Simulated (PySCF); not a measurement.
C₄H₈OSeSi₂, SMILES [SeH][SiH2][SiH2]c1ccco1, singlet at its GFN2-xTB optimised geometry (Å):

```
16

Se    -2.2447     1.5171     0.0973
Si    -2.5180    -0.7597     0.1806
Si    -0.4454    -1.7864    -0.0039
C      0.8667    -0.4469     0.0000
C      2.2366    -0.4469     0.0000
C      2.6473     0.9038     0.0000
C      1.5012     1.6403    -0.0002
O      0.4335     0.8389    -0.0005
H     -3.6514     1.8169     0.1593
H     -3.4595    -1.0748    -0.8984
H     -3.2328    -1.0208     1.4345
H     -0.3082    -2.5611    -1.2435
H     -0.1669    -2.6979     1.1116
H      2.8661    -1.3134     0.0005
H      3.6514     1.2762     0.0004
H      1.3237     2.6979     0.0002
```

Level of theory: PySCF with B3LYP/def2-TZVP.

Map of the log10 of the electron density (e/bohr³), floored at −4 on the plane z = 1.0 Å:

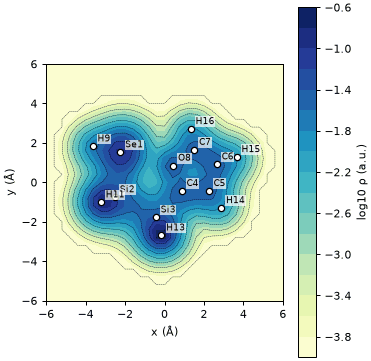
Figure. Log10 of the electron density (e/bohr³), floored at −4 on the plane z = 1.0 Å.
